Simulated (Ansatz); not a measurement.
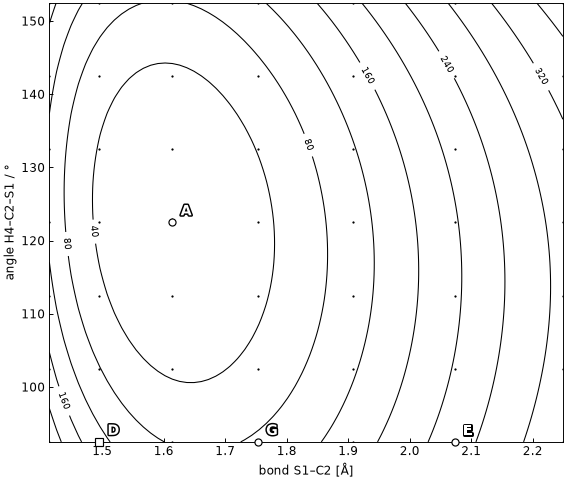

CH₂STe, SMILES S=C[TeH]. 
- Two internal coordinates are moved rigidly from the geometry relaxed at PBE0-D4/def2-TZVP, all others fixed.
- Coordinates scanned: (1) bond S1–C2; (2) angle H4–C2–S1.
- The scan uses a 7 × 7 grid.
- Energies: kJ/mol, counted from the lowest grid point.
- Theory: RKS r2SCAN-D4/def2-TZVPP in Ansatz.

Drawn: contour lines labelled in kJ/mol, dots at the grid points, lettered points. Between grid points the surface is interpolated.

> Rank the lettered points by energy, lowest first.

A (0 kJ/mol), G (86 kJ/mol), D (133 kJ/mol), E (222 kJ/mol).
